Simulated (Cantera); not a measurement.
Input: 1 mol Si3N4, a varied amount of CO2, 230 mol N2, at 1827 °C and 0.0128 Torr.

These are equilibrium values from Cantera (NASA tables, ideal gas, pure condensed phases), not measurements of a reactor. Candidate condensed phases: C, Si, SiC, SiO2, Si2N2O, Si3N4; 34 gas species. The tables' values for SiN are old estimates; treat these amounts as uncertain. Equilibrium is a limit: real reactors are often held back by kinetics, nucleation or transport.

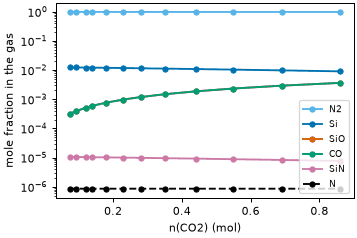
Figure: Equilibrium gas composition (values under 1e-9 drawn at 1e-9)

From 0.074 mol CO2 to 0.86 mol CO2 nothing is condensed. The main Si-bearing gas is Si throughout.
